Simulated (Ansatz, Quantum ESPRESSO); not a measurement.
# The work function of Cd(0001), 4 layers, one monolayer of N on hcp sites, level by level, part 3 of 6

Wanted: work functions and the surface dipole of Cd(0001), 4 layers, one monolayer of N on hcp sites at several levels, with their cost.

Quantum ESPRESSO 7.5; plane-wave DFT, PBE, GBRV ultrasoft pseudopotentials; geometry and cross-check by Ansatz 0.2.0 with PAW datasets.

So far. Step 4 (Potential by pp.x): The vacuum is flat to 0.2 meV/Å, so its level is well defined. Inside the slab the curve depends on the local part of the pseudopotentials; only the vacuum level has a meaning of its own. Step 5 (Macroscopic average): Where the running mean is not flat inside, average.x's window, rounded to the grid, doesn't match the spacings there.

**6. Valence density**

plot_num = 0 writes the valence density.

Input file rho.in:

```
&inputpp
  prefix = 'scf'
  outdir = './out'
  filplot = 'rho.dat'
  plot_num = 0
/
```

Run with:

```
OMP_NUM_THREADS=1 mpirun -n 4 pp.x -in rho.in > rho.out
```

Log:

```text
[banner, memory and clock lines left out]
Program POST-PROC v.7.5 starts

          URL

     ./out/scf.save/

     IMPORTANT: XC functional enforced from input :
     Exchange-correlation= PBE
                           (   1   4   3   4   0   0   0)
     Any further DFT definition will be discarded
     Please, verify this is what you really want

     Check: negative core charge=   -0.000001

     negative rho (up, down):  8.819E-02 0.000E+00

     Adding external electric field

     Computed dipole along edir(3) :
        Dipole               -0.3157 Ry au,         -0.8025 Debye
        Dipole field         -0.0028 Ry au,

        Potential amp.        0.2774 Ry
        Total length         49.7625 bohr

     Calling punch_plot, plot_num =   0
     Writing data to file  rho.dat
     Message from routine chdens:
     namelist plot not found or invalid, exiting
```

Wall time 0.91 s (4 MPI ranks of Arm Neoverse V1, shared host); peak memory 0.1 GiB.

Numbers from this step:

| Quantity | Value |
| --- | --- |
| electrons by integration | 53.00 e |

The valence density, planar mean oscillates, so the rows of the table below give means over windows of 2 Å about each position, cut where the curve ends. Its maxima inside the range that stand out by 2 % of the span (Å: e/Å³): 8.5: 1.24, 11.0: 1.24, 13.8: 1.23, 16.9: 1.25, 18.1: 0.645. Its minima: 9.7: 0.105, 12.6: 0.0982, 15.4: 0.108, 17.6: 0.517.

Mean over planes. Table of valence density, planar mean by z; means over each step:

```csv
z (Å),"valence density, planar mean (e/Å³)"
4,8.2e-5
6,0.0127
8,0.704
10,0.386
12,0.484
14,0.728
16,0.544
18,0.572
20,0.0138
22,1.4e-5
```

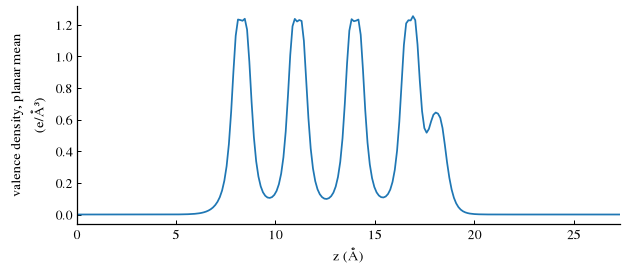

Valence density, planar mean, plotted against z.

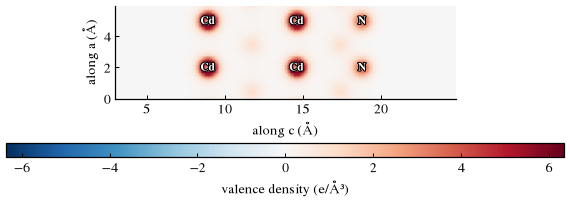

Valence density in the ca plane at fractional y = 0.667, with atoms of Cd and N within 0.2 Å of it. It is the smooth field of the valence electrons, not physical close to the nuclei. The far vacuum is left out of the map.

The density integrates to 53.000 electrons, as the 53 of the input ask.

**7. Projected density of states**

Projections on atomic orbitals tell which layers and orbitals hold the states near the zero of energy.

Input file pdos.in:

```
&projwfc
  prefix = 'scf'
  outdir = './out'
  filpdos = 'pdos'
  Emin = -6.393
  Emax = 5.607
  DeltaE = 0.1
  ngauss = 0
  degauss = 0.01
/
```

Run with:

```
OMP_NUM_THREADS=1 mpirun -n 4 projwfc.x -in pdos.in > pdos.out
```

Log:

```text
[banner, memory and clock lines left out]
Program PROJWFC v.7.5 starts

          URL

     ./out/scf.save/

     IMPORTANT: XC functional enforced from input :
     Exchange-correlation= PBE
                           (   1   4   3   4   0   0   0)
     Any further DFT definition will be discarded
     Please, verify this is what you really want

     Check: negative core charge=   -0.000001

     negative rho (up, down):  8.819E-02 0.000E+00

     Adding external electric field

     Computed dipole along edir(3) :
        Dipole               -0.3157 Ry au,         -0.8025 Debye
        Dipole field         -0.0028 Ry au,

        Potential amp.        0.2774 Ry
        Total length         49.7625 bohr

     Gaussian broadening (read from input): ngauss,degauss=   0    0.010000

     Calling projwave ....
     one sub-group per band group will be used

     linear algebra parallelized on   4 procs

  Problem Sizes
  natomwfc =           40
  nx       =           20
  nbnd     =           32
  nkstot   =           74
  npwx     =         1549
  nkb      =           80

     Atomic states used for projection
     (read from pseudopotential files):

     state #   1: atom   1 (Cd ), wfc  1 (l=2 m= 1)
     state #   2: atom   1 (Cd ), wfc  1 (l=2 m= 2)
     state #   3: atom   1 (Cd ), wfc  1 (l=2 m= 3)
     state #   4: atom   1 (Cd ), wfc  1 (l=2 m= 4)
     state #   5: atom   1 (Cd ), wfc  1 (l=2 m= 5)
     state #   6: atom   1 (Cd ), wfc  2 (l=0 m= 1)
     state #   7: atom   1 (Cd ), wfc  3 (l=1 m= 1)
     state #   8: atom   1 (Cd ), wfc  3 (l=1 m= 2)
     state #   9: atom   1 (Cd ), wfc  3 (l=1 m= 3)
     state #  10: atom   2 (Cd ), wfc  1 (l=2 m= 1)
     state #  11: atom   2 (Cd ), wfc  1 (l=2 m= 2)
     state #  12: atom   2 (Cd ), wfc  1 (l=2 m= 3)
     state #  13: atom   2 (Cd ), wfc  1 (l=2 m= 4)
     state #  14: atom   2 (Cd ), wfc  1 (l=2 m= 5)
     state #  15: atom   2 (Cd ), wfc  2 (l=0 m= 1)
     state #  16: atom   2 (Cd ), wfc  3 (l=1 m= 1)
     state #  17: atom   2 (Cd ), wfc  3 (l=1 m= 2)
     state #  18: atom   2 (Cd ), wfc  3 (l=1 m= 3)
     state #  19: atom   3 (Cd ), wfc  1 (l=2 m= 1)
     state #  20: atom   3 (Cd ), wfc  1 (l=2 m= 2)
     state #  21: atom   3 (Cd ), wfc  1 (l=2 m= 3)
     state #  22: atom   3 (Cd ), wfc  1 (l=2 m= 4)
     state #  23: atom   3 (Cd ), wfc  1 (l=2 m= 5)
     state #  24: atom   3 (Cd ), wfc  2 (l=0 m= 1)
     state #  25: atom   3 (Cd ), wfc  3 (l=1 m= 1)
     state #  26: atom   3 (Cd ), wfc  3 (l=1 m= 2)
     state #  27: atom   3 (Cd ), wfc  3 (l=1 m= 3)
     state #  28: atom   4 (Cd ), wfc  1 (l=2 m= 1)
     state #  29: atom   4 (Cd ), wfc  1 (l=2 m= 2)
     state #  30: atom   4 (Cd ), wfc  1 (l=2 m= 3)
     state #  31: atom   4 (Cd ), wfc  1 (l=2 m= 4)
     state #  32: atom   4 (Cd ), wfc  1 (l=2 m= 5)
     state #  33: atom   4 (Cd ), wfc  2 (l=0 m= 1)
     state #  34: atom   4 (Cd ), wfc  3 (l=1 m= 1)
     state #  35: atom   4 (Cd ), wfc  3 (l=1 m= 2)
     state #  36: atom   4 (Cd ), wfc  3 (l=1 m= 3)
     state #  37: atom   5 (N  ), wfc  1 (l=0 m= 1)
     state #  38: atom   5 (N  ), wfc  2 (l=1 m= 1)
     state #  39: atom   5 (N  ), wfc  2 (l=1 m= 2)
     state #  40: atom   5 (N  ), wfc  2 (l=1 m= 3)

[... projections of each state ...]
Lowdin Charges:

     Atom #   1: total charge =  11.9871, s =  0.7493,
     Atom #   1: total charge =  11.9871, p =  1.3154, pz=  0.2735, px=  0.5210, py=  0.5210,
     Atom #   1: total charge =  11.9871, d =  9.9224, dz2=  1.9874, dxz=  1.9899, dyz=  1.9899, dx2-y2=  1.9776, dxy=  1.9776,
     Atom #   2: total charge =  11.9874, s =  0.6946,
     Atom #   2: total charge =  11.9874, p =  1.3796, pz=  0.3784, px=  0.5006, py=  0.5006,
     Atom #   2: total charge =  11.9874, d =  9.9132, dz2=  1.9817, dxz=  1.9878, dyz=  1.9878, dx2-y2=  1.9779, dxy=  1.9779,
     Atom #   3: total charge =  12.0072, s =  0.6841,
     Atom #   3: total charge =  12.0072, p =  1.4108, pz=  0.3889, px=  0.5110, py=  0.5110,
     Atom #   3: total charge =  12.0072, d =  9.9123, dz2=  1.9805, dxz=  1.9878, dyz=  1.9878, dx2-y2=  1.9781, dxy=  1.9781,
     Atom #   4: total charge =  11.6783, s =  0.5606,
     Atom #   4: total charge =  11.6783, p =  1.2658, pz=  0.4187, px=  0.4236, py=  0.4236,
     Atom #   4: total charge =  11.6783, d =  9.8519, dz2=  1.9868, dxz=  1.9581, dyz=  1.9581, dx2-y2=  1.9745, dxy=  1.9745,
     Atom #   5: total charge =   5.2667, s =  1.7305,
     Atom #   5: total charge =   5.2667, p =  3.5362, pz=  1.2641, px=  1.1361, py=  1.1361,
     Atom #   5: total charge =   5.2667, d =  0.0000, dz2=  0.0000, dxz=  0.0000, dyz=  0.0000, dx2-y2=  0.0000, dxy=  0.0000,
     Spilling Parameter:   0.0014
```

It took 2.2 s on 4 MPI ranks; peak memory 0.21 GiB; 9.1 s of CPU time.

Numbers from this step:

* spilling of the projection: 0.0014

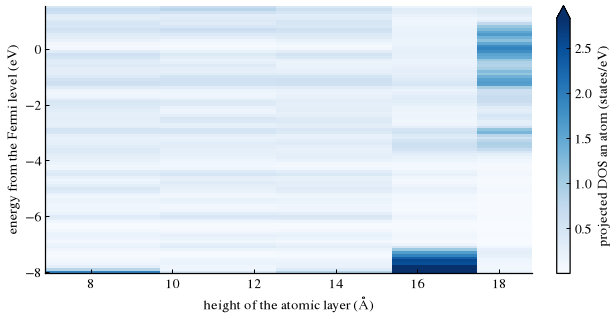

Projected DOS an atom over height of the atomic layer and energy from the Fermi level. Columns are the atomic layers from the bottom up.

The atomic orbitals miss 0.1 % of the occupied states; for empty states the projections can miss much more.

**8. Self-consistent run: open boundaries by the effective screening medium**

Open boundaries by another road: assume_isolated = 'esm' with bc1, the slab centred on z = 0.

Input file esm.in:

```
&control
  prefix = 'esm'
  outdir = './out'
  pseudo_dir = './pseudo'
  calculation = 'scf'
  tprnfor = .true.
/
&system
  ibrav = 0
  nat = 5
  ntyp = 2
  ecutwfc = 40
  ecutrho = 200
  occupations = 'smearing'
  smearing = 'mv'
  degauss = 0.02
  assume_isolated = 'esm'
  esm_bc = 'bc1'
/
&electrons
  conv_thr = 1e-07
  mixing_beta = 0.4
  electron_maxstep = 120
  mixing_mode = 'local-TF'
/
ATOMIC_SPECIES
  Cd  112.4140  cd_pbe_v1.uspp.F.UPF
  N   14.0070  n_pbe_v1.2.uspp.F.UPF
CELL_PARAMETERS angstrom
  2.98000000001292 0.00000000000000 0.00000000000000
  1.49000000000646 2.58075570328881 0.00000000000000
  0.00000000000000 0.00000000000000 27.43042000000000
ATOMIC_POSITIONS crystal
  Cd  0.666666666667 0.666666666667 -0.179367255827
  Cd  -0.000000000000 -0.000000000000 -0.076921139427
  Cd  0.666666666667 0.666666666667 0.028112172669
  Cd  -0.000000000000 -0.000000000000 0.130070727647
  N   0.666666666667 0.666666666667 0.179367255827
K_POINTS automatic
  12 12 1 0 0 0
```

Run with:

```
OMP_NUM_THREADS=1 mpirun -n 4 pw.x -nk 4 -in esm.in > esm.out
```

Log:

```text
[banner, memory and clock lines left out]
Program PWSCF v.7.5 starts
[citation notice left out]

[...]
Message from routine setup:
[...]
bravais-lattice index     =            0
     lattice parameter (alat)  =       5.6314  a.u.
     unit-cell volume          =    1423.6139 (a.u.)^3
     number of atoms/cell      =            5
     number of atomic types    =            2
     number of electrons       =        53.00
     number of Kohn-Sham states=           32
     kinetic-energy cutoff     =      40.0000  Ry
     charge density cutoff     =     200.0000  Ry
     scf convergence threshold =      1.0E-07
     mixing beta               =       0.4000
     number of iterations used =            8  local-TF  mixing
     Exchange-correlation= SLA  PW   PBE  PBE
                           (   1   4   3   4   0   0   0)

     Effective Screening Medium Method
     Boundary Conditions: Vacuum-Slab-Vacuum
     total charge in unit cell        =   0.0000
     grid points for fit at edges     =        4

[...]
PseudoPot. # 1 for Cd read from file:
     ./pseudo/cd_pbe_v1.uspp.F.UPF
     Pseudo is Ultrasoft + core correction, Zval = 12.0
     Generated by new atomic code, or converted to UPF format
     Using radial grid of  889 points,  6 beta functions with:
                l(1) =   0
                l(2) =   0
                l(3) =   1
                l(4) =   1
                l(5) =   2
                l(6) =   2
     Q(r) pseudized with  6 coefficients,  rinner =    1.000   1.000   1.000
                                                       1.000   1.000

     PseudoPot. # 2 for N  read from file:
     ./pseudo/n_pbe_v1.2.uspp.F.UPF
     Pseudo is Ultrasoft + core correction, Zval =  5.0
     Generated by new atomic code, or converted to UPF format
     Using radial grid of  729 points,  4 beta functions with:
                l(1) =   0
                l(2) =   0
                l(3) =   1
                l(4) =   1
     Q(r) pseudized with  8 coefficients,  rinner =    0.900   0.900   0.900

     atomic species   valence    mass     pseudopotential
     Cd               12.00   112.41400     Cd( 1.00)
     N                 5.00    14.00700     N ( 1.00)

      6 Sym. Ops. (no inversion) found

[...]
number of k points=    19  Marzari-Vanderbilt smearing, width (Ry)=  0.0200
[...]
Dense  grid:    67997 G-vectors     FFT dimensions: (  25,  25, 240)

     Smooth grid:    48665 G-vectors     FFT dimensions: (  24,  24, 216)

     Check: negative core charge=   -0.000001

     Initial potential from superposition of free atoms

     starting charge      50.9998, renormalised to      53.0000

     negative rho (up, down):  9.049E-02 0.000E+00
     Starting wfcs are   40 randomized atomic wfcs

     per-process dynamical memory:    65.4 Mb

     Self-consistent Calculation

     iteration #  1     ecut=    40.00 Ry     beta= 0.40
     Davidson diagonalization with overlap
     c_bands:  2 eigenvalues not converged
     c_bands:  5 eigenvalues not converged
     ethr =  1.00E-02,  avg # of iterations =  7.3

     negative rho (up, down):  1.118E-01 0.000E+00

     total energy              =    -474.63676955 Ry
     estimated scf accuracy    <     362.11365865 Ry

     iteration #  2     ecut=    40.00 Ry     beta= 0.40
[...]
negative rho (up, down):  1.244E-01 0.000E+00

[...]
total energy              =    -476.17557711 Ry
     estimated scf accuracy    <      67.44480139 Ry

     iteration #  3     ecut=    40.00 Ry     beta= 0.40
[...]
negative rho (up, down):  1.268E-01 0.000E+00

[...]
total energy              =    -476.15529560 Ry
     estimated scf accuracy    <      22.24558935 Ry

     iteration #  4     ecut=    40.00 Ry     beta= 0.40
[...]
negative rho (up, down):  1.166E-01 0.000E+00

[...]
total energy              =    -477.96127753 Ry
     estimated scf accuracy    <       1.49557047 Ry

     iteration #  5     ecut=    40.00 Ry     beta= 0.40
[...]
c_bands:  2 eigenvalues not converged
[...]
negative rho (up, down):  1.085E-01 0.000E+00

[...]
total energy              =    -478.40884065 Ry
     estimated scf accuracy    <       6.13610267 Ry

     iteration #  6     ecut=    40.00 Ry     beta= 0.40
[...]
negative rho (up, down):  1.066E-01 0.000E+00

[...]
total energy              =    -478.71850382 Ry
     estimated scf accuracy    <       0.62736566 Ry

[...]
iteration # 38     ecut=    40.00 Ry     beta= 0.40
[...]
negative rho (up, down):  8.943E-02 0.000E+00

[...]
total energy              =    -478.71895335 Ry
     estimated scf accuracy    <       0.00000111 Ry

     iteration # 39     ecut=    40.00 Ry     beta= 0.40
[...]
negative rho (up, down):  8.953E-02 0.000E+00

[...]
total energy              =    -478.71889877 Ry
     estimated scf accuracy    <       0.00000051 Ry

     iteration # 40     ecut=    40.00 Ry     beta= 0.40
[...]
negative rho (up, down):  8.953E-02 0.000E+00

[...]
total energy              =    -478.71890002 Ry
     estimated scf accuracy    <       0.00000023 Ry

     iteration # 41     ecut=    40.00 Ry     beta= 0.40
[...]
negative rho (up, down):  8.954E-02 0.000E+00

[...]
End of self-consistent calculation

          k = 0.0000 0.0000 0.0000 (  6081 PWs)   bands (ev):

   -20.0433 -15.5688 -15.4639 -15.2867 -14.9956 -14.9956 -14.9552 -14.9552
   -14.8827 -14.7693 -14.7693 -14.5782 -14.5782 -14.4087 -14.4087 -14.3063
   -14.3063 -14.1789 -14.1385 -14.1385 -13.8193 -13.8193 -13.1545 -11.4276
    -9.3874  -7.3969  -5.5492  -4.9194  -4.9194  -3.1399  -2.1323  -1.0200

          k = 0.0000 0.0962 0.0000 (  6101 PWs)   bands (ev):

   -19.9821 -15.4983 -15.3943 -15.2184 -15.0241 -14.9808 -14.9334 -14.8936
   -14.8247 -14.7957 -14.7083 -14.6078 -14.5183 -14.4689 -14.4223 -14.4001
   -14.3148 -14.2448 -14.1449 -14.0553 -13.8320 -13.8308 -12.9365 -11.2439
    -9.2663  -7.2504  -5.4171  -5.2036  -4.9665  -2.9648  -1.9625  -0.8481

[...]
the Fermi energy is    -5.8162 ev

!    total energy              =    -478.71889614 Ry
     estimated scf accuracy    <       0.00000007 Ry
     smearing contrib. (-TS)   =      -0.00013784 Ry
     internal energy E=F+TS    =    -478.71875830 Ry

     The total energy is F=E-TS. E is the sum of the following terms:
     one-electron contribution =    9613.09156808 Ry
     hartree contribution      =   -4786.95074757 Ry
     xc contribution           =    -162.60950261 Ry
     ewald contribution        =   -5142.25007620 Ry

     convergence has been achieved in  41 iterations

     negative rho (up, down):  8.954E-02 0.000E+00

     Forces acting on atoms (cartesian axes, Ry/au):

     atom    1 type  1   force =    -0.00000000   -0.00000000   -0.00413492
     atom    2 type  1   force =     0.00000000    0.00000000    0.00439741
     atom    3 type  1   force =     0.00000000    0.00000000   -0.00008993
     atom    4 type  1   force =     0.00000000    0.00000000   -0.00541434
     atom    5 type  2   force =     0.00000000    0.00000000    0.00534062

     Total force =     0.009710     Total SCF correction =     0.000974
     SCF correction compared to forces is large: reduce conv_thr to get better values

[...]
```

The job ended after 2 min (4 MPI ranks; peak memory 0.58 GiB).

Read from the output:

- Fermi energy: -5.816 eV
- vacuum line at the lower end of the cell, over the Fermi level: 3.852 eV
- vacuum line at the upper end of the cell, over the Fermi level: 7.781 eV

The potential energy, planar mean oscillates, so the rows of the table below give means over windows of 2.85 Å about each position, cut where the curve ends. Its maxima inside the range that stand out by 2 % of the span (Å: eV): -3.5: 1.25, -0.7: 1.48, 2.2: 1.22, 4.5: -4.71. Its minima: -4.9: -13.8, -2.1: -14.0, 0.8: -14.0, 3.5: -13.6, 4.9: -7.85.

Electrostatic potential energy of an electron; zero at the Fermi level. Table of potential energy, planar mean by z; means over each step:

```csv
z (Å),"potential energy, planar mean (eV)"
-12.29,3.85
-9.45,3.85
-6.60,0.593
-3.75,-5.85
-0.90,-5.55
1.95,-5.97
4.80,-3.63
7.65,7.75
10.50,7.78
13.35,7.78
```

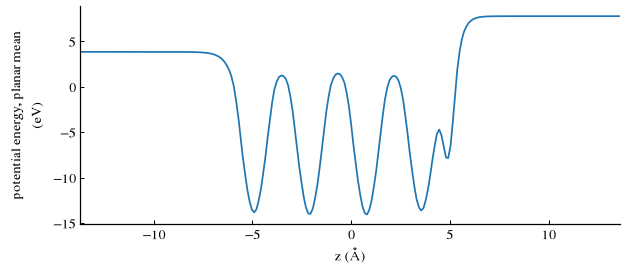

Potential energy, planar mean against z.

The vacuum levels are read from the outermost 0.7 Å of the cell on either side.

The run needed 41 iterations to bring the estimated error under 1e-07 Ry; the largest force on any atom, held or free, is 0.14 eV/Å.

The upper level is 7.781 eV against 7.781 eV from the periodic run.

[end of part 3 of 6]

[Logs are printed without paths, hosts, clocks, repeated set-up lines and the standing remarks that a program may print on its own settings, such as how far it seeks lower states.]

[Hosts, paths, dates, database ids (printed as entryN), source tags and the programs' standing remarks are cut or masked in the printed files.]

[Maps of the electrostatic potential energy from Ansatz leave out the sawtooth potential of an applied field or a dipole correction, so their vacuum need not be flat; planar profiles and work functions include it.]
